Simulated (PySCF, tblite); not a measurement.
**C4H6FN2O radical: geometry, infrared bands and EPR parameters**

Wanted: the infrared bands and EPR parameters of C4H6FN2O radical (`FCO[C]1CC=NN1`), by calculation.

Computed with tblite 0.8.0 and PySCF 2.14.0, with density-fitted response routines of our own, on a single molecule in the gas phase. Atoms count from 0, in the outputs and in this text.

### Step 1. The molecule as given

14 atoms, charge 0, multiplicity 2; geometry from: force field or distance geometry start.

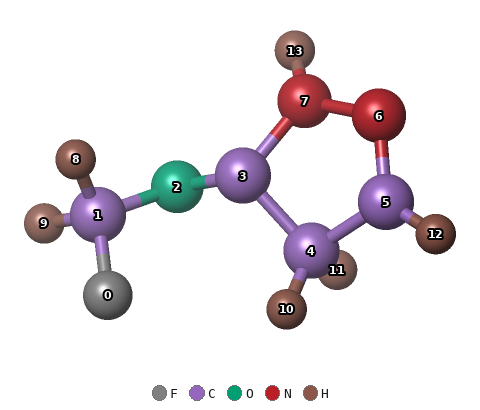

As it starts; fluorine grey, carbon purple, oxygen teal, nitrogen red, hydrogen brown, atoms numbered.

### Step 2. Relaxing the molecule with GFN2-xTB

Job settings and geometry (Å):

```
{"job": {"kind": "relax", "xc": "GFN2-xTB", "basis": "xTB"}, "charge": 0, "multiplicity": 2}
F      1.968000    -0.675200    -1.488800
C      2.231800    -0.385200    -0.177100
O      1.121300    -0.568700     0.643000
C      0.105600     0.276500     0.215100
C     -0.987600    -0.415400    -0.567300
C     -2.083700     0.604600    -0.399600
N     -1.877300     1.250700     0.723600
N     -0.713200     0.749900     1.349600
H      2.578200     0.658500    -0.024200
H      3.063800    -1.050200     0.165500
H     -0.713700    -0.546300    -1.641300
H     -1.327100    -1.362500    -0.085400
H     -2.888200     0.753700    -1.097400
H     -0.478600     0.709200     2.362200
```

Run with:

```
OMP_NUM_THREADS=1 python probes_run.py task.json out
```

One launch serves the whole session: the jobs run in the order shown.

What it wrote:

```text
step      E/eV     max force
  0    -711.04694    3.981
  1    -711.47003    2.010
  2    -711.72298    1.667
  3    -711.87305    0.845
  4    -711.93569    0.754
  5    -711.97479    0.756
  6    -712.01489    0.637
  7    -712.05765    0.607
  8    -712.09563    0.507
  9    -712.13136    0.492
 10    -712.16600    0.544
 11    -712.20179    0.505
 12    -712.23026    0.490
 13    -712.25059    0.488
 14    -712.27204    0.409
 15    -712.29404    0.436
 16    -712.31026    0.452
 17    -712.32113    0.352
 18    -712.32867    0.257
 19    -712.33573    0.230
 20    -712.34309    0.262
 21    -712.34865    0.204
 22    -712.35218    0.187
 23    -712.35563    0.163
 24    -712.35918    0.119
 25    -712.36123    0.109
 26    -712.36325    0.102
 27    -712.36476    0.115
 28    -712.36603    0.091
 29    -712.36687    0.066
 30    -712.36743    0.059
 31    -712.36784    0.058
 32    -712.36827    0.053
 33    -712.36879    0.055
 34    -712.36941    0.064
 35    -712.37023    0.074
 36    -712.37139    0.098
 37    -712.37282    0.105
 38    -712.37420    0.096
 39    -712.37550    0.100
 40    -712.37681    0.093
 41    -712.37780    0.097
 42    -712.37855    0.097
 43    -712.37927    0.066
 44    -712.38003    0.074
 45    -712.38089    0.074
 46    -712.38176    0.073
 47    -712.38247    0.084
 48    -712.38303    0.050
 49    -712.38340    0.075
 50    -712.38380    0.054
 51    -712.38401    0.046
 52    -712.38418    0.038
 53    -712.38433    0.040
 54    -712.38457    0.063
 55    -712.38485    0.070
 56    -712.38526    0.060
 57    -712.38580    0.055
 58    -712.38647    0.056
 59    -712.38712    0.057
 60    -712.38768    0.055
 61    -712.38817    0.048
 62    -712.38856    0.053
 63    -712.38889    0.056
 64    -712.38926    0.055
 65    -712.38981    0.080
 66    -712.39054    0.093
 67    -712.39124    0.074
 68    -712.39165    0.039
 69    -712.39185    0.033
 70    -712.39198    0.027
 71    -712.39209    0.024
 72    -712.39215    0.019
 73    -712.39218    0.018
 74    -712.39221    0.014
 75    -712.39224    0.010
 76    -712.39226    0.011
 77    -712.39227    0.007
```

Wall time 0.32 s (1 thread of Arm Neoverse V2, shared host).

Step by step: (not every step is listed)

| step | energy from step 0 (eV) | largest force (eV/Å) |
| --- | --- | --- |
| 0 | 0.0000 | 3.9806 |
| 1 | -0.4231 | 2.0105 |
| 2 | -0.6760 | 1.6667 |
| 3 | -0.8261 | 0.8451 |
| 4 | -0.8888 | 0.7538 |
| 5 | -0.9279 | 0.7557 |
| 6 | -0.9680 | 0.6369 |
| 7 | -1.0107 | 0.6070 |
| 8 | -1.0487 | 0.5071 |
| 14 | -1.2251 | 0.4092 |
| 20 | -1.2962 | 0.2618 |
| 26 | -1.3163 | 0.1020 |
| 32 | -1.3213 | 0.0525 |
| 38 | -1.3273 | 0.0962 |
| 44 | -1.3331 | 0.0744 |
| 50 | -1.3369 | 0.0541 |
| 56 | -1.3383 | 0.0596 |
| 62 | -1.3416 | 0.0534 |
| 68 | -1.3447 | 0.0386 |
| 72 | -1.3452 | 0.0191 |
| 73 | -1.3452 | 0.0175 |
| 74 | -1.3453 | 0.0139 |
| 75 | -1.3453 | 0.0102 |
| 76 | -1.3453 | 0.0108 |
| 77 | -1.3453 | 0.0070 |

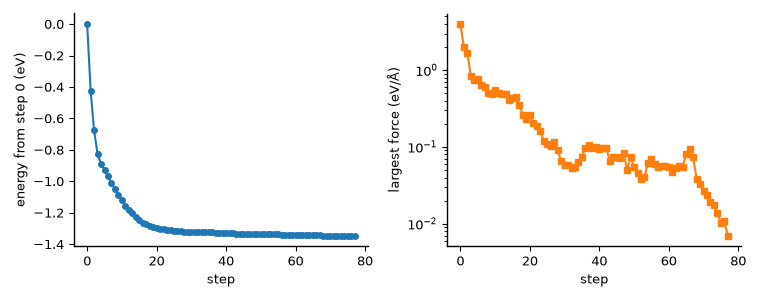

Energy and force, step by step.

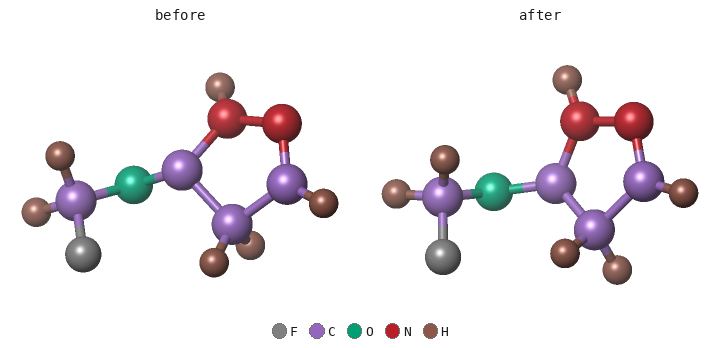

The geometry before (left) and after (right).

Close pairs (by a distance rule), those that changed most:

| bond | before (Å) | after (Å) | change (Å) |
| --- | --- | --- | --- |
| C3–N7 | 1.477 | 1.379 | -0.098 |
| N6–N7 | 1.413 | 1.337 | -0.076 |
| N7–H13 | 1.040 | 1.007 | -0.033 |
| C1–H9 | 1.119 | 1.095 | -0.024 |
| C5–N6 | 1.312 | 1.293 | -0.019 |
| O2–C3 | 1.389 | 1.371 | -0.018 |
| C4–H11 | 1.116 | 1.099 | -0.017 |
| C4–H10 | 1.116 | 1.102 | -0.014 |

The end geometry stands in the next job.

### Step 3. Infrared spectrum with GFN2-xTB

Job settings and geometry (Å):

```
{"job": {"kind": "ir", "xc": "GFN2-xTB", "basis": "xTB"}, "charge": 0, "multiplicity": 2}
F      2.000058    -0.841935    -1.367647
C      2.124009    -0.326532    -0.101362
O      1.147299    -0.829041     0.741814
C     -0.128357    -0.355951     0.572161
C     -1.019110    -0.499712    -0.624467
C     -1.989670     0.603269    -0.309579
N     -1.686722     1.270206     0.756120
N     -0.554134     0.763995     1.254717
H      2.075786     0.768202    -0.211636
H      3.094847    -0.654811     0.284833
H     -0.501604    -0.353398    -1.586814
H     -1.500842    -1.485076    -0.685493
H     -2.848142     0.863708    -0.894499
H     -0.214095     1.076602     2.149685
```

What it wrote:

```text
mode    cm-1     km/mol
  1      29.5      2.04
  2      95.7      5.51
  3     109.9     15.28
  4     251.7      7.00
  5     312.6     10.25
  6     413.6     24.73
  7     431.6     59.66
  8     538.4      6.49
  9     558.0     35.90
 10     601.0     24.64
 11     712.9     20.62
 12     846.9     14.51
 13     888.4     21.03
 14     910.5      7.81
 15     958.4    202.24
 16     986.0     67.28
 17     993.9     12.23
 18    1036.1      3.66
 19    1074.8     17.02
 20    1103.7     18.98
 21    1154.5      5.64
 22    1191.5     21.45
 23    1225.2     33.95
 24    1245.8     51.57
 25    1277.2    102.39
 26    1315.5     12.27
 27    1376.9     26.57
 28    1418.3      0.55
 29    1437.8     17.45
 30    1542.3     94.73
 31    2789.9     17.21
 32    2873.5     14.94
 33    2875.3     63.55
 34    2952.2     21.35
 35    3177.3      4.93
 36    3461.9     25.41
```

Run time: 0.28 s. Hardware: 1 thread of Arm Neoverse V2, shared host.

Which atoms move in the most intense modes:

| cm⁻¹ | km/mol | atoms |
| --- | --- | --- |
| 432 | 59.7 | H13 32 %, C3 22 %, N7 14 %, O2 14 % |
| 558 | 35.9 | O2 31 %, C1 14 %, F0 14 %, C3 10 % |
| 958 | 202.2 | C1 59 %, F0 19 %, O2 17 % |
| 986 | 67.3 | C1 25 %, H10 16 %, O2 13 %, F0 10 % |
| 1246 | 51.6 | C3 38 %, C4 10 % |
| 1277 | 102.4 | C3 22 %, C4 18 %, N6 15 % |
| 1542 | 94.7 | C5 52 %, N6 37 % |
| 2875 | 63.5 | H8 78 %, H11 12 % |

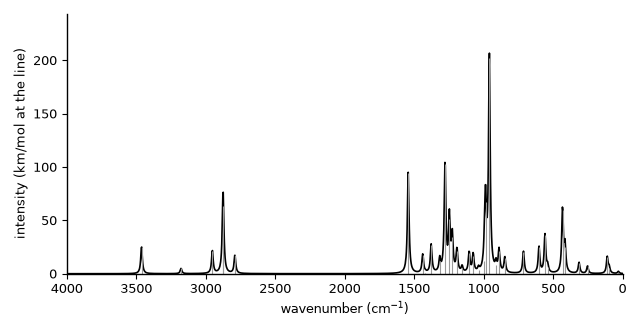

The infrared spectrum from these modes, unscaled. Lines are broadened to a width of 14 cm⁻¹ (Lorentzian).

### Step 4. EPR parameters: B3LYP/pcH-1

The job, as its differences from that of step 3:

```diff
@@ -1,2 +1,2 @@
-{"job": {"kind": "ir", "xc": "GFN2-xTB", "basis": "xTB"}, "charge": 0, "multiplicity": 2}
+{"job": {"kind": "epr", "basis": "pcH-1"}, "charge": 0, "multiplicity": 2}
 F      2.000058    -0.841935    -1.367647
```

Method: UKS B3LYP, pcH-1 on C F H N O, non-relativistic, mean-field spin-orbit, GIAO.

What it wrote:

```text
UKS, coarse grid
  cycle   1  E = -440.41293105  |g| = 5.47e-01
  cycle   2  E = -440.29628950  |g| = 8.21e-01
  cycle   3  E = -440.51786344  |g| = 7.16e-02
  cycle   4  E = -440.51917146  |g| = 5.74e-02
  cycle   5  E = -440.52057033  |g| = 1.48e-02
  cycle   6  E = -440.52069302  |g| = 8.90e-03
  cycle   7  E = -440.52074498  |g| = 3.34e-03
  cycle   8  E = -440.52075257  |g| = 1.80e-03
  cycle   9  E = -440.52075409  |g| = 2.84e-04
UKS, final grid
  cycle   1  E = -440.52074679  |g| = 3.69e-04
  cycle   2  E = -440.52074670  |g| = 6.16e-04
  cycle   3  E = -440.52074686  |g| = 7.64e-05
  cycle   4  E = -440.52074686  |g| = 3.46e-05
  cycle   5  E = -440.52074686  |g| = 3.09e-05
  cycle   6  E = -440.52074686  |g| = 9.89e-06
E = -440.52074686 Eh   <S^2> = 0.7613 (exact 0.7500)
g shifts (ppm)      1          2          3
  rmc          -180       -180       -180
  gc             10         15         18
  oz_so         -58        447        936
  total        -228        283        774
hyperfine (MHz)  atom isotope    a_iso     a_fc   dipolar eigenvalues
    0   19F       3.59       3.59     -8.21     -5.72     13.92
    1   13C      55.27      55.27     -5.06     -4.55      9.61
    2   17O     -83.94     -83.94     -8.37      2.82      5.55
    3   13C     163.15     163.15    -68.73    -67.12    135.85
    4   13C     -32.62     -32.62     -2.02     -0.38      2.40
    5   13C      22.46      22.46    -18.44    -14.74     33.18
    6   14N      -3.56      -3.56     -5.98      2.71      3.26
    7   14N       2.88       2.88     -7.28     -6.74     14.03
    8    1H      -2.32      -2.32     -4.02     -1.68      5.71
    9    1H       1.61       1.61     -3.08     -1.87      4.95
   10    1H     162.84     162.84     -3.70     -1.64      5.34
   11    1H     163.18     163.18     -4.49     -3.38      7.87
   12    1H     -14.66     -14.66     -9.18     -1.26     10.44
   13    1H      -7.03      -7.03     -9.59     -4.64     14.24
```

Wall time 53 s (1 thread of Arm Neoverse V2, shared host); peak memory 0.97 GiB.

Principal g values 2.00209, 2.00260, 2.00309; g(iso) = 2.00260, against 2.00232 for a free electron.

Hyperfine couplings; where a row names several nuclei, a(iso) is their mean (it holds for fast rotation or exchange) and the dipolar term the largest among them:

| nuclei | isotope | a(iso) (MHz) | a(iso) (G, at g = 2.0023) | largest dipolar term (MHz) |
| --- | --- | --- | --- | --- |
| C3 | 13C | 163.2 | 58.2 | 135.9 |
| H10, H11 | 1H | 163.0 | 58.2 | 7.9 |
| O2 | 17O | -83.9 | -30.0 | -8.4 |
| C1 | 13C | 55.3 | 19.7 | 9.6 |
| C4 | 13C | -32.6 | -11.6 | 2.4 |
| C5 | 13C | 22.5 | 8.0 | 33.2 |
| H12 | 1H | -14.7 | -5.2 | 10.4 |
| H13 | 1H | -7.0 | -2.5 | 14.2 |
| F0 | 19F | 3.6 | 1.3 | 13.9 |
| N6 | 14N | -3.6 | -1.3 | -6.0 |
| N7 | 14N | 2.9 | 1.0 | 14.0 |
| H8, H9 | 1H | -0.4 | -0.1 | 5.7 |

Mulliken spin populations:

F0 0.00; C1 0.03; O2 -0.01; C3 0.73; C4 -0.09; C5 0.21; N6 -0.07; N7 0.08; H8 0.00; H9 0.00; H10 0.07; H11 0.06; H12 -0.01; H13 0.00

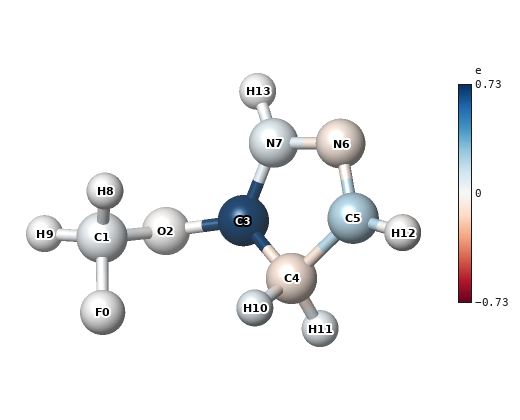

Mulliken spin populations, as colours on the atoms.

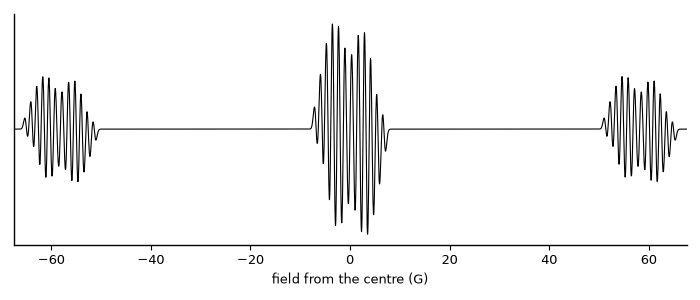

First-order isotropic spectrum (first derivative, main isotopes with spin only, couplings over 0.8 MHz, Gaussian width 0.3 G; couplings of the frozen geometry, rotation of groups not averaged beyond the rows shown).

The fields below are evaluated on a grid from the run's orbitals.

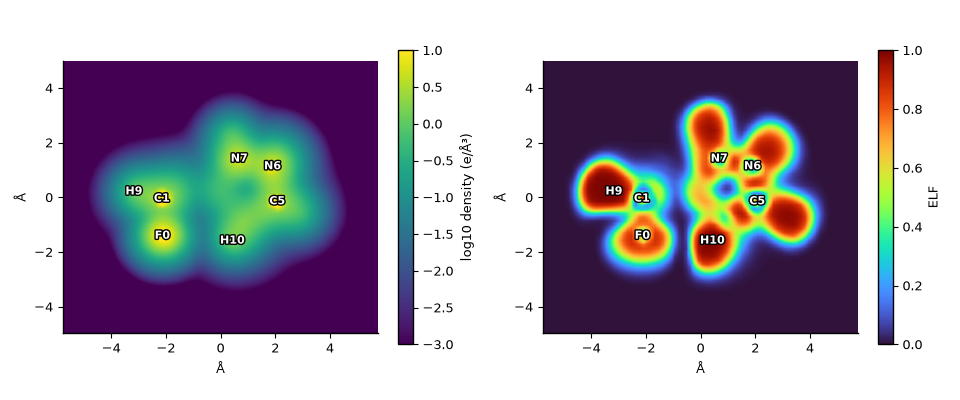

Density (left) and ELF (right) in a plane through or near 7 of the atoms.

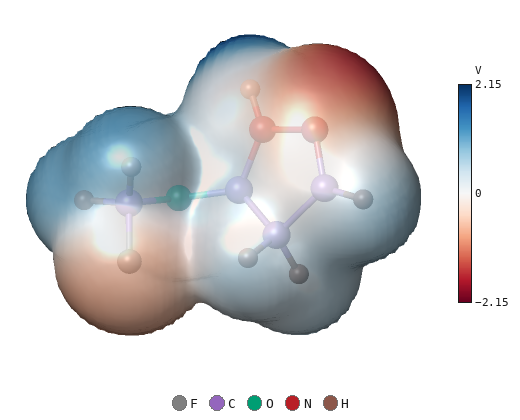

The potential that a unit positive charge feels on the 0.002 e/bohr³ surface, from -1.51 V near N6 to 2.15 V near H13.

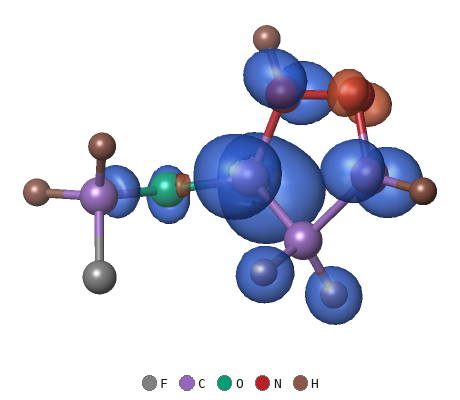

Spin density at ±0.04 e/Å³ (alpha excess blue, beta excess red).

### Step 5. Outcome

| quantity | value |
| --- | --- |
| strongest single infrared mode (GFN2-xTB) | 958 cm⁻¹, 202 km/mol |
| zero-point energy (GFN2-xTB) | 63.1 kcal/mol |
| g(iso) (B3LYP) | 2.00260 |
| ⟨S²⟩ | 0.761 (exact 0.75) |
| largest a(iso) (averaged by class) | 13C on C3, 163.2 MHz |
| potential on the surface of density 0.002 e/bohr³, 1st and 99th percentile | -1.51 V and 2.15 V |

**Reading.** The optimisation took 77 steps and gained 1.345 eV; among the close pairs (by a distance rule), C3–N7 changed most, from 1.477 to 1.379 Å. No mode is imaginary among the 36: a minimum at this level. The strongest single mode, at 958 cm⁻¹, moves mainly C1. Unscaled tight-binding wavenumbers are off by several per cent, some by more. Its intensities can rank the bands wrongly. C3 carries the largest spin population, 0.73 e. The isotropic g lies 0.3 ppt above the free-electron value. These values are for one conformer; the search (at its own cheap level) found 2 more, at 0.03, 0.27 kcal/mol (those within 0.05 may be mirror or relabelled copies), and measured spectra average over such forms.
